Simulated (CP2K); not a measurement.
# GFN1-xTB run of CH8B2Si (SMILES BBC[SiH3])

What is the vertical electron affinity of CH8B2Si at GFN1-xTB? Input form: an ASE script.

The calculation is run with CP2K 2026.2.

5 further runs of the same task are left out: 1 that didn't finish, 4 set aside as unsound or not needed.

### 1 The molecule

The species is CH8B2Si (12 atoms), meant as a singlet with charge 0. SMILES: `BBC[SiH3]`. The coordinates come from a GFN2-xTB relaxation. This is one conformer, not always the lowest.

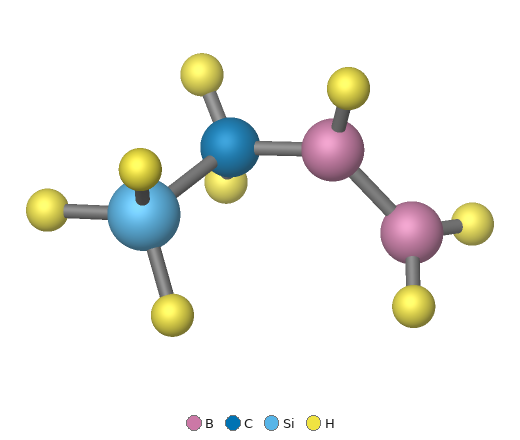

Viewed from a chosen angle; boron pink, carbon blue, silicon blue, hydrogen yellow.

### 2 Energy and forces at GFN1-xTB

Contents of molecule.xyz:

```xyz
12

B     -1.708940     1.323980     0.267430
B     -0.217320     0.869790     0.729080
C      0.277620    -0.614610     0.706550
Si     1.116580    -0.941430    -0.978830
H     -1.979680     1.549800    -0.853660
H     -2.599450     1.471420     1.019420
H      0.589140     1.662800     1.068000
H     -0.521110    -1.350000     0.810200
H      1.021890    -0.830530     1.474010
H      2.259020    -0.046590    -1.182540
H      1.598990    -2.328330    -0.982430
H      0.163270    -0.766290    -2.077230
```

Contents of job.py:

```python
import numpy as np
from ase.io import read
from ase.calculators.cp2k import CP2K

atoms = read("molecule.xyz")
atoms.set_cell([16.9, 16.0, 15.6])
atoms.center()
inp = """
&FORCE_EVAL
  METHOD QS
  &DFT
    CHARGE 0
    MULTIPLICITY 1
    &QS
      METHOD XTB
      EPS_DEFAULT 1.0E-10
      &XTB
        GFN_TYPE TBLITE
        &TBLITE
          METHOD GFN1
        &END TBLITE
        CHECK_ATOMIC_CHARGES F
      &END XTB
    &END QS
    &POISSON
      PERIODIC NONE
      POISSON_SOLVER ANALYTIC
    &END POISSON
    &SCF
      SCF_GUESS ATOMIC
      EPS_SCF 1.0E-07
      MAX_SCF 150
      ADDED_MOS 2
      &DIAGONALIZATION
        ALGORITHM STANDARD
      &END DIAGONALIZATION
      &MIXING
        METHOD DIRECT_P_MIXING
        ALPHA 0.4
      &END MIXING
    &END SCF
    &PRINT
      &MOMENTS
        PERIODIC F
        REFERENCE COM
        MAX_MOMENT 1
      &END MOMENTS
      &MO ON
        ENERGIES T
        OCCUPATION_NUMBERS T
        NDIGITS 6
        &EACH
          QS_SCF 0
        &END EACH
        ADD_LAST NUMERIC
      &END MO
      &HIRSHFELD OFF
      &END HIRSHFELD
    &END PRINT
  &END DFT
  &SUBSYS
  &END SUBSYS
&END FORCE_EVAL
"""
calculator = CP2K(command="cp2k.psmp -s", label="mol", inp=inp, basis_set=None, basis_set_file=None, potential_file=None, pseudo_potential=None, xc=None, cutoff=None, max_scf=None, charge=None, uks=False,
            force_eval_method=None, print_level="LOW", poisson_solver=None, stress_tensor=False)
atoms.calc = calculator
print("E / eV:", round(atoms.get_potential_energy(), 6))
forces = atoms.get_forces()
print(np.array2string(forces, precision=5, suppress_small=True))
print("largest force / (eV/A): %.4f" % np.linalg.norm(forces, axis=1).max())
```

Launch:

```bash
OMP_NUM_THREADS=1 python job.py
```

The program printed:

```text
E / eV: -300.386564
[[ 0.66494 -0.13572  0.22013]
 [-0.57633 -0.3098  -0.06377]
 [ 0.11505  0.1246  -0.37969]
 [ 0.14221 -0.13092 -0.18651]
 [-0.076    0.07607 -0.36708]
 [-0.25774  0.0407   0.24124]
 [ 0.19426  0.32553  0.09281]
 [-0.25621 -0.0967   0.0804 ]
 [ 0.14536  0.03965  0.22305]
 [-0.17946 -0.14323  0.02224]
 [-0.06922  0.24596 -0.03871]
 [ 0.15314 -0.03614  0.15588]]
largest force / (eV/A): 0.7135
```

mol.out:

```text
CP2K| version string:                                       CP2K version 2026.2
 CP2K| Input file name                                                   mol.inp

 GLOBAL| Basis set file name                                           BASIS_SET
 GLOBAL| Potential file name                                           POTENTIAL
 GLOBAL| Coordinate file name                                      __STD_INPUT__
 GLOBAL| Method name                                                        CP2K
 GLOBAL| Project name                                                        mol
 GLOBAL| Run type                                                   ENERGY_FORCE
 GLOBAL| FFT library                                                       FFTW3
 GLOBAL| Diagonalization library                                       ScaLAPACK
 GLOBAL| Global print level                                                  LOW
 GLOBAL| Total number of message passing processes                             1
 GLOBAL| Number of threads for this process                                    1
 GLOBAL| CPU model name                                                  UNKNOWN

 GENERATE|  Preliminary Number of Bonds generated:                             0
 GENERATE|  Achieved consistency in connectivity generation.

[... 3 lines left out ...]
 *** WARNING in qs_kind_types.F:2330 :: Information provided in the input ***
[... 5 lines left out ...]
 *** WARNING in qs_kind_types.F:2330 :: Information provided in the input ***
[... 74 lines left out ...]
  *** SCF run converged in    12 steps ***
[... 2 lines left out ...]
  Repulsive potential energy:                                   0.14232541501505
[... 1 line left out ...]
  Self-consistent dispersion energy:                            0.00000000000000
[... 2 lines left out ...]
  Electronic entropic energy:                                  -0.00000000000000
[... 2 lines left out ...]
  Total energy:                                               -11.03900357696021
[... 2 lines left out ...]
 TB_DIPOLE| Dipole type                                             non-periodic
[... 1 line left out ...]
 TB_DIPOLE| Moment [a.u.]           0.04131681      -0.16369527       0.13023070
[... 1 line left out ...]
 TB_DIPOLE| Derivative [a.u.]       0.00000000       0.00000000       0.00000000
[... 39 lines left out ...]
 -------------------------------------------------------------------------------
```

It took 1.4 s on 1 thread of Arm Neoverse N1, shared host; peak memory 0.14 GiB.

### 3 The doublet anion, same level

molecule.xyz is that of step 2.

Contents of calc.py:

```python
import numpy as np
from ase.io import read
from ase.calculators.cp2k import CP2K

atoms = read("molecule.xyz")
atoms.set_cell([16.9, 16.0, 15.6])
atoms.center()
cp2k_input = """
&FORCE_EVAL
 METHOD QUICKSTEP
 &DFT
  CHARGE -1
  MULTIPLICITY 2
  UKS T
  &QS
   METHOD XTB
   EPS_DEFAULT 1.0E-10
   &XTB
    GFN_TYPE TBLITE
    &TBLITE
     METHOD GFN1
    &END TBLITE
    CHECK_ATOMIC_CHARGES F
   &END XTB
  &END QS
  &POISSON
   PERIODIC NONE
   POISSON_SOLVER ANALYTIC
  &END POISSON
  &SCF
   SCF_GUESS ATOMIC
   EPS_SCF 1.0E-07
   MAX_SCF 150
   ADDED_MOS 2
   &DIAGONALIZATION
    ALGORITHM STANDARD
   &END DIAGONALIZATION
   &MIXING
    METHOD DIRECT_P_MIXING
    ALPHA 0.4
   &END MIXING
   &SMEAR ON
    METHOD FERMI_DIRAC
    ELECTRONIC_TEMPERATURE [K] 300
   &END SMEAR
  &END SCF
  &PRINT
   &MOMENTS
    PERIODIC F
    REFERENCE COM
    MAX_MOMENT 1
   &END MOMENTS
   &MO ON
    ENERGIES T
    OCCUPATION_NUMBERS T
    NDIGITS 6
    &EACH
     QS_SCF 0
    &END EACH
    ADD_LAST NUMERIC
   &END MO
   &HIRSHFELD OFF
   &END HIRSHFELD
  &END PRINT
 &END DFT
 &SUBSYS
 &END SUBSYS
&END FORCE_EVAL
"""
calc = CP2K(command="cp2k.psmp -s", label="qs", inp=cp2k_input, basis_set=None, basis_set_file=None, potential_file=None, pseudo_potential=None, xc=None, cutoff=None, max_scf=None, charge=None, uks=False,
            force_eval_method=None, print_level="LOW", poisson_solver=None, stress_tensor=False)
atoms.calc = calc
print("E / eV:", round(atoms.get_potential_energy(), 6))
forces = atoms.get_forces()
print(np.array2string(forces, precision=5, suppress_small=True))
print("largest force / (eV/A): %.4f" % np.linalg.norm(forces, axis=1).max())
```

Launch:

```bash
OMP_NUM_THREADS=1 python calc.py
```

The program printed:

```text
E / eV: -305.074824
[[ 0.65101 -0.16386  0.1191 ]
 [-0.92621  0.70776 -0.18844]
 [ 0.89231 -0.9263  -1.22875]
 [-0.17337  0.10537  0.30781]
 [-0.44476 -0.56646 -0.77042]
 [-0.37553  0.75827  0.52179]
 [ 0.39264  0.31692  0.91357]
 [-0.25557  0.00481  0.22885]
 [ 0.03207  0.04854  0.34513]
 [-0.1504  -0.27384  0.02042]
 [ 0.12178  0.13422 -0.45928]
 [ 0.23604 -0.14542  0.19021]]
largest force / (eV/A): 1.7788
```

qs.out:

```text
CP2K| version string:                                       CP2K version 2026.2
 CP2K| Input file name                                                    qs.inp

 GLOBAL| Basis set file name                                           BASIS_SET
 GLOBAL| Potential file name                                           POTENTIAL
 GLOBAL| Coordinate file name                                      __STD_INPUT__
 GLOBAL| Method name                                                        CP2K
 GLOBAL| Project name                                                         qs
 GLOBAL| Run type                                                   ENERGY_FORCE
 GLOBAL| FFT library                                                       FFTW3
 GLOBAL| Diagonalization library                                       ScaLAPACK
 GLOBAL| Global print level                                                  LOW
 GLOBAL| Total number of message passing processes                             1
 GLOBAL| Number of threads for this process                                    1
 GLOBAL| CPU model name                                                  UNKNOWN

 GENERATE|  Preliminary Number of Bonds generated:                             0
 GENERATE|  Achieved consistency in connectivity generation.

[... 3 lines left out ...]
 *** WARNING in qs_kind_types.F:2330 :: Information provided in the input ***
[... 5 lines left out ...]
 *** WARNING in qs_kind_types.F:2330 :: Information provided in the input ***
[... 90 lines left out ...]
  *** SCF run converged in    20 steps ***
[... 2 lines left out ...]
  Repulsive potential energy:                                   0.14232541501505
[... 1 line left out ...]
  Self-consistent dispersion energy:                            0.00000000000000
[... 2 lines left out ...]
  Electronic entropic energy:                                  -0.00003103182501
[... 2 lines left out ...]
  Total energy:                                               -11.21129396497122
[... 2 lines left out ...]
 TB_DIPOLE| Dipole type                                             non-periodic
[... 1 line left out ...]
 TB_DIPOLE| Moment [a.u.]           1.15823103      -1.22210565      -0.21750601
[... 1 line left out ...]
 TB_DIPOLE| Derivative [a.u.]       0.00000000       0.00000000       0.00000000
[... 49 lines left out ...]
 -------------------------------------------------------------------------------
```

Run time: 1.4 s. Hardware: 1 thread of Arm Neoverse N1, shared host; peak memory 0.14 GiB.

### 4 Results

Level: GFN1-xTB.

```
                                                  quantity         value
                             singlet CH8B2Si: total energy  -11.03900 Eh
singlet CH8B2Si: dipole moment (from atomic charges alone)        0.54 D
                              singlet CH8B2Si: HOMO energy     -11.58 eV
                              singlet CH8B2Si: LUMO energy      -7.67 eV
                            singlet CH8B2Si: HOMO–LUMO gap       3.91 eV
                               doublet anion: total energy  -11.21129 Eh
         doublet anion: HOMO energy (highest over α and β)      -1.91 eV
          doublet anion: LUMO energy (lowest over α and β)      -1.59 eV
         vertical electron affinity (to the doublet anion)      4.688 eV
```

At fixed nuclei the extra electron is bound by 4.69 eV (108 kcal/mol). A minimal valence basis can't be trusted even for the sign of an electron affinity. No empirical shift is applied, and without it xTB methods put this difference several eV too high. The dipole (singlet CH8B2Si) comes from point charges on the atoms alone, without atomic dipoles, so it is partial.
